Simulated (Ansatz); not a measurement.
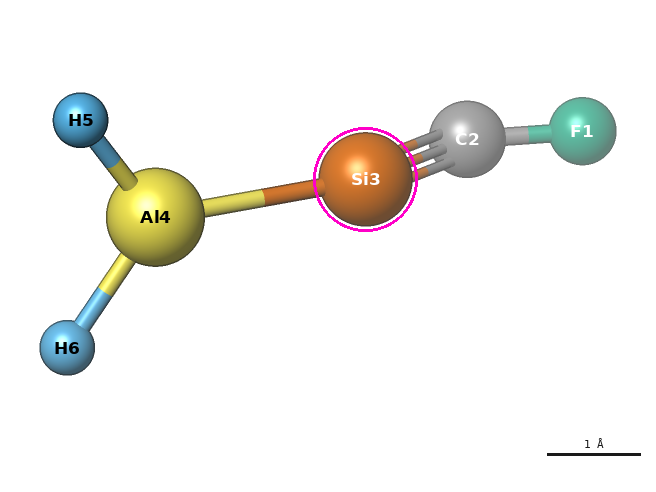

(Drawn from a calculation with Ansatz.)

Orthographic view. Distant atoms are faded towards the background colour. Geometry: a frame of the PBE0-D4/def2-SVP trajectory.

### Name the neighbours of the circled atom.

The circled atom is Si3; it is bonded to C2, Al4.

### Of C2 and Si3, which is nearer the viewer?

Si3; the bond to C2 points away from the viewer, so it looks shorter than its 1.73 Å.

### Which atom is nearest the viewer?

H5, 1.5 Å in front of the mean position.
